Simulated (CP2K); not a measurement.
# doublet GeSiH4O+: levels of theory compared

Aim: a comparison of 4 runs (UB3LYP/6-31G*, AM1, PM3, GFN1-xTB) of doublet GeSiH4O+. 

The calculation is run with CP2K 2026.2.

4 further runs of the same task are left out: 2 that didn't finish, 2 set aside as unsound or not needed. Runs told in other sessions of the task aren't counted.

**1. The system as given**

The species is GeSiH4O+ (7 atoms), meant as a doublet with charge +1. SMILES of the parent species: `[SiH3][O][GeH]`. Geometry: relaxed at PBE0-D4/def2-TZVP. This is one conformer, not always the lowest. That shape belongs to the parent species and isn't relaxed for this state.

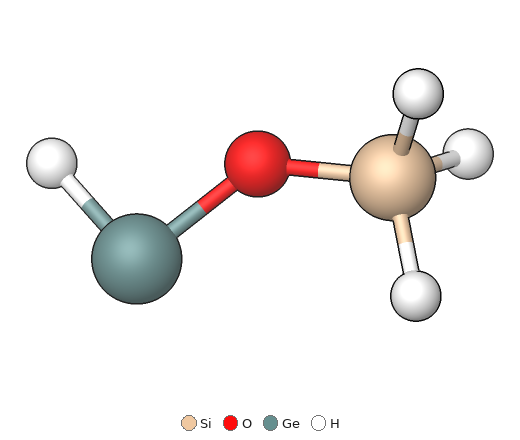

Viewed from a chosen angle; silicon light orange, oxygen red, germanium teal, hydrogen white.

**2. A single-point energy at UB3LYP/6-31G(d) (spherical functions) (run 1)**

Input file molecule.inp:

```
&GLOBAL
  PROJECT_NAME molecule
  RUN_TYPE ENERGY
  PRINT_LEVEL MEDIUM
&END GLOBAL

&FORCE_EVAL
  METHOD Quickstep
  &DFT
    BASIS_SET_FILE_NAME ./6_31gs.basis
    POTENTIAL_FILE_NAME POTENTIAL
    CHARGE 1
    MULTIPLICITY 2
    SPIN_POLARIZED T
    &QS
      METHOD GAPW
      EPS_DEFAULT 1.0E-10
    &END QS
    &MGRID
      CUTOFF 280
      REL_CUTOFF 50
      NGRIDS 4
    &END MGRID
    &POISSON
      PERIODIC NONE
      POISSON_SOLVER MULTIPOLE
    &END POISSON
    &SCF
      SCF_GUESS ATOMIC
      EPS_SCF 1.0E-06
      MAX_SCF 60
      ADDED_MOS 3
      &DIAGONALIZATION
        ALGORITHM STANDARD
      &END DIAGONALIZATION
      &MIXING
        METHOD DIRECT_P_MIXING
        ALPHA 0.4
      &END MIXING
    &END SCF
    &XC
      &XC_FUNCTIONAL
        &HYB_GGA_XC_B3LYP
        &END HYB_GGA_XC_B3LYP
      &END XC_FUNCTIONAL
      &HF
        FRACTION 0.2
        &SCREENING
          EPS_SCHWARZ 1.0E-10
        &END SCREENING
        &MEMORY
          MAX_MEMORY 1050
        &END MEMORY
      &END HF
    &END XC
    &PRINT
      &MOMENTS
        PERIODIC F
        REFERENCE COM
        MAX_MOMENT 1
      &END MOMENTS
      &MO ON
        ENERGIES T
        OCCUPATION_NUMBERS T
        NDIGITS 6
        &EACH
          QS_SCF 0
        &END EACH
        ADD_LAST NUMERIC
      &END MO
      &LOWDIN ON
      &END LOWDIN
      &HIRSHFELD OFF
      &END HIRSHFELD
    &END PRINT
  &END DFT
  &SUBSYS
    &CELL
      ABC 11.1 10.7 9.6
      PERIODIC NONE
    &END CELL
    &COORD
      UNIT bohr
      Si    -1.4016099     1.2300227    -0.5603038
      O      1.0081689    -0.2632388     0.7061907
      Ge     2.3837005    -3.3187370     0.2536012
      H     -2.6630021    -0.3734099    -2.5016194
      H     -0.4930295     3.5929363    -1.7716182
      H     -3.2550532     1.8672384     1.4482861
      H      4.5368545    -2.8631241     2.3394809
    &END COORD
    &TOPOLOGY
      &CENTER_COORDINATES
      &END CENTER_COORDINATES
    &END TOPOLOGY
    &KIND Si
      BASIS_SET 6-31Gs
      POTENTIAL ALL
      LEBEDEV_GRID 194
      RADIAL_GRID 100
    &END KIND
    &KIND O
      BASIS_SET 6-31Gs
      POTENTIAL ALL
      LEBEDEV_GRID 194
      RADIAL_GRID 100
    &END KIND
    &KIND Ge
      BASIS_SET 6-31Gs
      POTENTIAL ALL
      LEBEDEV_GRID 194
      RADIAL_GRID 100
    &END KIND
    &KIND H
      BASIS_SET 6-31Gs
      POTENTIAL ALL
      LEBEDEV_GRID 194
      RADIAL_GRID 100
    &END KIND
  &END SUBSYS
&END FORCE_EVAL
```

Started as:

```bash
$ OMP_NUM_THREADS=1 cp2k.psmp -i molecule.inp > molecule.out 2>&1
```

Standard output:

```text
CP2K| version string:                                       CP2K version 2026.2
[...]
 GLOBAL| Method name                                                        CP2K
[...]
 GLOBAL| Run type                                                         ENERGY
[...]
 DFT| Spin unrestricted (spin-polarized) Kohn-Sham calculation               UKS
 DFT| Multiplicity                                                             2
[...]
 DFT| Charge                                                                   1
[...]
 FUNCTIONAL| HYB_GGA_XC_B3LYP:
[...]
 QS| Method:                                                                GAPW
[...]
 QS| Density cutoff [a.u.]:                                                140.0
[...]
 QS| Relative density cutoff [a.u.]:                                        25.0
[...]
                             - Atoms:                                          7
[...]
                             - Spherical basis functions:                     72
[...]
 Number of electrons:                                                         29
[...]
     1 P_Mix/Diag. 0.40E+00   13.3     0.40649365     -2419.0620485245 -2.42E+03
[...]
    20 DIIS/Diag.  0.59E-06    4.1     0.00000058     -2443.5746046385 -1.91E-11
  *** SCF run converged in    20 steps ***
[...]
  Overlap energy of the core charge distribution:               0.00000254551467
  Self energy of the core charge distribution:               -739.14773215335367
  Core Hamiltonian energy:                                  -1870.20075656572772
  Hartree energy:                                             180.22251492664964
  Exchange-correlation energy:                                -19.78570999403103
  Hartree-Fock Exchange energy:                               -21.41773255273129
[...]
 ENERGY| Total FORCE_EVAL ( QS ) energy [hartree]          -2443.574604638457913
[...]
```

Run time: 96 s. Hardware: 1 thread of AMD EPYC 7R43 (Zen 3), shared host; peak memory 0.84 GiB.

**3. A single-point energy at AM1 (run 2)**

Input file molecule.inp:

```
&GLOBAL
  PROJECT_NAME molecule
  RUN_TYPE ENERGY
  PRINT_LEVEL MEDIUM
&END

&FORCE_EVAL
  METHOD Quickstep
  &DFT
    CHARGE 1
    MULTIPLICITY 2
    LSD T
    ! Quickstep
    &QS
      METHOD AM1
      EPS_DEFAULT 1.0E-10
      &SE
        &COULOMB
          CUTOFF [angstrom] 50
          RC_RANGE [angstrom] 0
        &END
        &EXCHANGE
          CUTOFF [angstrom] 50
          RC_RANGE [angstrom] 0
        &END
      &END
    &END
    &POISSON
      PERIODIC NONE
      POISSON_SOLVER ANALYTIC
    &END
    &SCF
      SCF_GUESS ATOMIC
      EPS_SCF 1.0E-06
      MAX_SCF 150
      ADDED_MOS 2
      &DIAGONALIZATION
        ALGORITHM STANDARD
      &END
      &MIXING
        METHOD DIRECT_P_MIXING
        ALPHA 0.4
      &END
    &END
    &PRINT
      &MOMENTS
        PERIODIC F
        REFERENCE COM
        MAX_MOMENT 1
      &END
      &MO ON
        ENERGIES T
        OCCUPATION_NUMBERS T
        NDIGITS 6
        &EACH
          QS_SCF 0
        &END
        ADD_LAST NUMERIC
      &END
      &HIRSHFELD OFF
      &END
    &END
  &END
  &SUBSYS
    &CELL
      ABC 20.1 19.7 18.6
      PERIODIC NONE
    &END
    &COORD
      Si    -0.741700     0.650900    -0.296500
      O      0.533500    -0.139300     0.373700
      Ge     1.261400    -1.756200     0.134200
      H     -1.409200    -0.197600    -1.323800
      H     -0.260900     1.901300    -0.937500
      H     -1.722500     0.988100     0.766400
      H      2.400800    -1.515100     1.238000
    &END
    &TOPOLOGY
      &CENTER_COORDINATES
      &END
    &END
  &END
&END
```

Started as:

```bash
$ OMP_NUM_THREADS=1 cp2k.psmp molecule.inp > molecule.out
```

Standard output:

```text
CP2K| version string:                                       CP2K version 2026.2
[...]
 GLOBAL| Method name                                                        CP2K
[...]
 GLOBAL| Run type                                                         ENERGY
[...]
                             - Atoms:                                          7
[...]
                             - Spherical basis functions:                     16
[...]
 Number of electrons:                                                          9
[...]
     1 P_Mix/Diag. 0.40E+00    0.0     0.41010161       -16.3072490798 -1.63E+01
[...]
    21 DIIS/Diag.  0.45E-06    0.0     0.00000080       -19.5844090000 -1.10E-11
  *** SCF run converged in    21 steps ***
  Core-core repulsion energy [eV]:                            736.99678049361069
  Core Hamiltonian energy [eV]:                              -836.05299314957006
  Two-electron integral energy [eV]:                         -867.72531649377584
  Electronic energy [eV]:                                   -1269.91565139645786
  Total energy [eV]:                                         -532.91887090284729
  Atomic reference energy [eV]:                               539.59692090809256
  Heat of formation [kcal/mol]:                               153.99950377112293
[...]
 SE_DIPOLE| Moment [Debye]         -1.53247636       3.97852426       0.81048075
 SE_DIPOLE| Derivative [a.u.]       0.00000000       0.00000000       0.00000000
 ENERGY| Total FORCE_EVAL ( QS ) energy [hartree]            -19.584409000001891
[...]
```

Wall time 1.2 s (1 thread of AMD EPYC 7R43 (Zen 3), shared host); peak memory 0.18 GiB.

Run 3 isn't shown in full; the table further down has it.

**4. A single-point energy at GFN1-xTB (run 4)**

Input file qs.inp:

```
&GLOBAL
  PROJECT_NAME qs
  RUN_TYPE ENERGY
  PRINT_LEVEL MEDIUM
&END GLOBAL

&FORCE_EVAL
  METHOD QUICKSTEP
  &DFT
    CHARGE 1
    MULTIPLICITY 2
    UKS T
    &QS
      METHOD XTB
      EPS_DEFAULT 1.0E-10
      &XTB
        GFN_TYPE 1
        CHECK_ATOMIC_CHARGES F
      &END XTB
    &END QS
    &POISSON
      PERIODIC NONE
      POISSON_SOLVER ANALYTIC
    &END POISSON
    &SCF
      SCF_GUESS ATOMIC
      EPS_SCF 1.0E-07
      MAX_SCF 40
      &OT
        MINIMIZER CG
        PRECONDITIONER FULL_SINGLE_INVERSE
      &END OT
      &OUTER_SCF
        EPS_SCF 1.0E-07
        MAX_SCF 10
      &END OUTER_SCF
    &END SCF
    &PRINT
      &MOMENTS
        PERIODIC F
        REFERENCE COM
        MAX_MOMENT 1
      &END MOMENTS
      &MO_CUBES
        NLUMO 3
        NHOMO -1
        WRITE_CUBE F
      &END MO_CUBES
      &HIRSHFELD OFF
      &END HIRSHFELD
    &END PRINT
  &END DFT
  &SUBSYS
    &CELL
      ABC 14.1 13.7 12.6
      PERIODIC NONE
    &END CELL
    &COORD
      SCALED T
      Si   0.42334397   0.54221533   0.47987302
      O    0.51378369   0.48453650   0.53306349
      Ge   0.56540780   0.36651460   0.51405556
      H    0.37600355   0.48028102   0.39834127
      H    0.45744326   0.63348540   0.42900000
      H    0.35378369   0.56682847   0.56423016
      H    0.64621631   0.38411314   0.60165873
    &END COORD
  &END SUBSYS
&END FORCE_EVAL
```

Started as:

```bash
$ OMP_NUM_THREADS=1 cp2k.psmp -i qs.inp -o qs.out
```

Standard output:

```text
CP2K| version string:                                       CP2K version 2026.2
[...]
 GLOBAL| Method name                                                        CP2K
[...]
 GLOBAL| Run type                                                         ENERGY
[...]
                             - Atoms:                                          7
[...]
                             - Spherical basis functions:                     30
[...]
 Number of electrons:                                                          9
[...]
     1 OT CG       0.80E-01    0.0     0.17322792        -9.3527759711 -9.35E+00
[...]
    13 OT CG       0.24E+00    0.0     0.00000010        -9.9367872609 -9.70E-13
  *** SCF run converged in    13 steps ***
[...]
 TB_DIPOLE| Moment [Debye]         -0.21253591      -1.02434930      -0.73307832
 TB_DIPOLE| Derivative [a.u.]       0.00000000       0.00000000       0.00000000
[...]
 ENERGY| Total FORCE_EVAL ( QS ) energy [hartree]             -9.936787260925383
[...]
```

It took 2.8 s on 1 thread of AMD EPYC 7R43 (Zen 3), shared host; peak memory 0.19 GiB.

**5. The series**

| run | level | scheme | iteration cap | energy (Eh) | HOMO energy (eV) | wall time |
| --- | --- | --- | --- | --- | --- | --- |
| 1 | UB3LYP/6-31G* (spherical functions) | GAPW | 60 | -2443.574605 | -13.50 | 96 s |
| 2 | AM1 | – | 150 | -19.584409 | -15.21 | 1.2 s |
| 3 | PM3 | – | 80 | -18.643091 | -13.99 | 1.2 s |
| 4 | GFN1-xTB | – | 40 | -9.936787 | -16.63 | 2.8 s |

**6. Outcome**

| quantity | value |
| --- | --- |
| run 4: total energy | -9.93679 Eh |
| run 4: HOMO energy (highest over α and β) | -16.63 eV |
| run 4: dispersion energy | -5.06 kJ/mol |

Force-field and semi-empirical energies have zeros of their own, so their totals don't compare. All runs together took 1.7 min, the longest 96 s.
